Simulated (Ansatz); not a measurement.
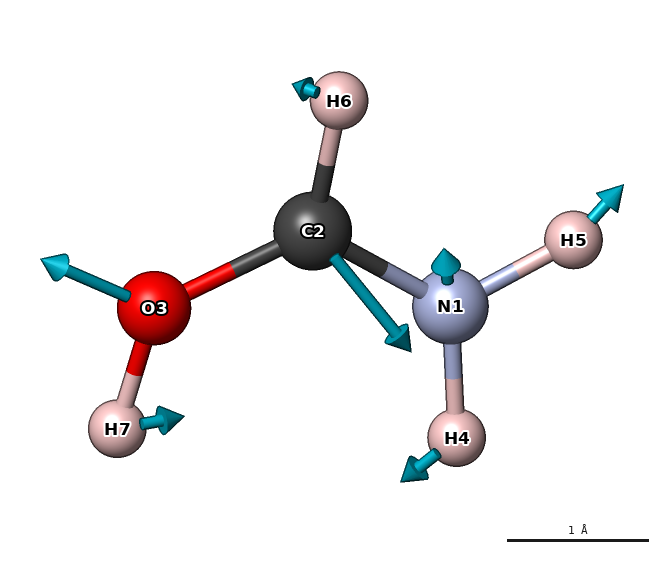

Arrows show the forces on the atoms, 0.5 Å of arrow for 1 eV/Å; forces under a tenth of the largest aren't drawn. Charge +1, singlet. Level of theory: r2SCAN-D4/def2-TZVPP (Ansatz 0.2.0).

On which atom is the force largest, and how large is it?

On C2: 1.86 eV/Å.

Along which bond is the force strongest?

N1–C2, now 1.307 Å: the forces pull its atoms together, so a first step downhill shortens it.

List the force components in the frame of the picture (x right, y up, z towards the viewer), in eV/Å.

| atom | Fx | Fy | Fz |
| --- | --- | --- | --- |
| N1 | −0.05 | 0.48 | 0.45 |
| C2 | 1.11 | −1.36 | −0.59 |
| O3 | −1.25 | 0.54 | 0.79 |
| H4 | −0.54 | −0.43 | −0.26 |
| H5 | 0.47 | 0.52 | 0.07 |
| H6 | −0.37 | 0.13 | −0.21 |
| H7 | 0.62 | 0.12 | −0.24 |
